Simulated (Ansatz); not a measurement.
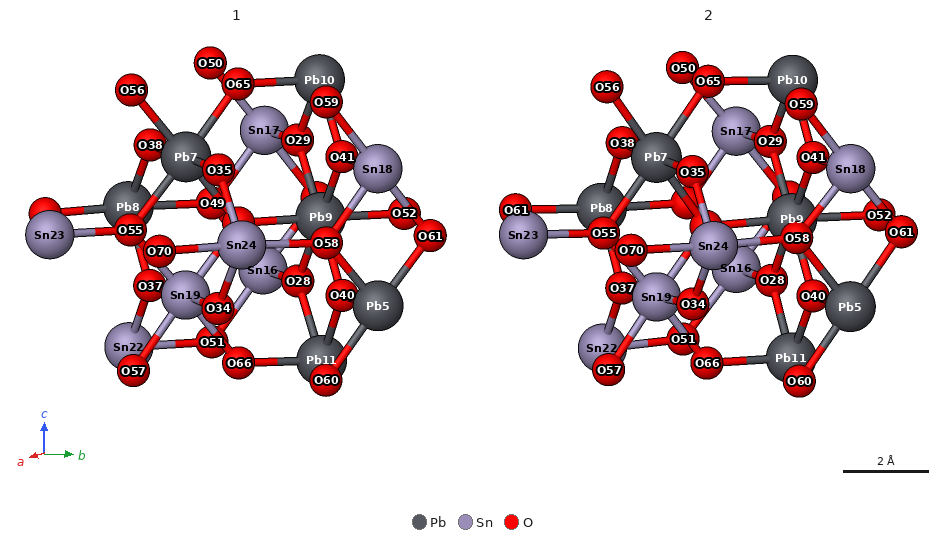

Two geometries of a crystal of Pb₁₅Sn₉O₄₈ (a generated structure, set up in P1), drawn at one scale. One is the start of a relaxation, the other its converged end. A ball-and-stick model of the atoms within 5.0 Å of the atom that moves most (axes of the cell of the calculation), seen slightly off an axis.

These are results of Ansatz 0.2.0, DFT, PBEsol, PAW, plane waves, not measurements. Set-up: plane-wave cutoff 420 eV; k-point mesh 1 × 1 × 1; mesh shifted by (0.25, 0.25, 0.25); no spin polarisation; cell relaxed at fixed alpha, beta, gamma; force threshold 0.03 eV/Å; at most 80 steps.

**Which one is relaxed?**

Structure 2 is the relaxed one. The energy falls by 36.9 meV per atom in 5 geometry steps. Largest force component: 2.3 eV/Å at the start, 0.011 eV/Å at the end. The pressure goes from 0.37 to 0.01 GPa. The largest moves relative to the cell, 0.16 Å, are those of O atoms. By element the largest moves are O 0.16 Å, Pb 0.10 Å, Sn 0.08 Å. Cell: a 9.821 → 9.798 Å (−0.2 %), b 9.821 → 9.844 Å (+0.2 %), c 10.004 → 9.995 Å (−0.1 %). Volume −0.1 %. Near-neighbour distances that change, for instance: O–Pb 2.036 → 2.195 Å, O–Sn 2.188 → 2.078 Å, O–Pb 2.074 → 2.179 Å, O–Sn 2.153 → 2.061 Å. Bond angles that change, for instance: Sn–O–Sn 125.9° → 133.4°, O–Pb–O 99.6° → 106.2°, Pb–O–Pb 132.3° → 125.9°. The space group stays P1 (No. 1). The run took 6.1 s on 1 × NVIDIA GB200 with 8 threads of Arm Neoverse-V2, peak memory 1.9 GiB.
